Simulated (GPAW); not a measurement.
The Cl K edge of atom 3 in KCaCl3 (Cm), with 1 Ca at 2.70 Å and 1 Ca at 2.71 Å (linear, site symmetry 1), was computed in 2 ways: full core hole (charged cell) and no core hole. Program and functional: GPAW, LDA, Gaussian full width 0.9 eV up to 4 eV, rising linearly to 3.5 eV at 25 eV; cells of 5 and 10 atoms (the run without a hole in the smaller).

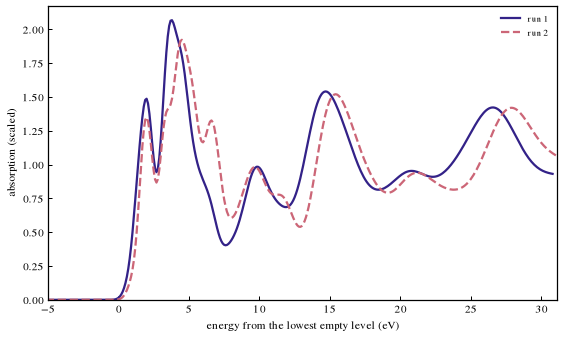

Each run is counted from its own lowest empty level or Fermi level and scaled to a mean of 1 over its first 20 eV.

**Question.** Which run is which?

Run 1: full core hole (charged cell) (area from −2 to 6 eV 7.1, main maxima 2.0 eV (1.49), 3.8 eV (2.07), 9.9 eV (0.98) and 14.7 eV (1.54)). Run 2: no core hole (area from −2 to 6 eV 6.6, main maxima 2.0 eV (1.35), 4.5 eV (1.92), 6.6 eV (1.33) and 15.4 eV (1.52)). With each curve scaled to its own mean, the area from −2 to 6 eV with the hole is 7.1 against 6.6, and the centre of weight from −1 to 20 eV moves by -0.0 eV (first and strongest maxima below 20 eV: 2.0 eV (1.35), 4.5 eV (1.92) and 15.4 eV (1.52) without the hole, 2.0 eV (1.49), 3.8 eV (2.07) and 14.7 eV (1.54) with it); the shape changes all the same, by 23 % r.m.s.

[Hosts, paths, dates, database ids (printed as entryN), source tags and the programs' standing remarks are cut or masked in the printed files.]

[Lists of maxima count a maximum above −3 eV only where it reaches 4 % of the highest in the window and stands out from its surroundings by 2 % of it (1.5 % where it reaches 55 %); shoulders and weaker maxima are passed over, and of the rest the first, up to two pre-edge ones and the few strongest are named.]
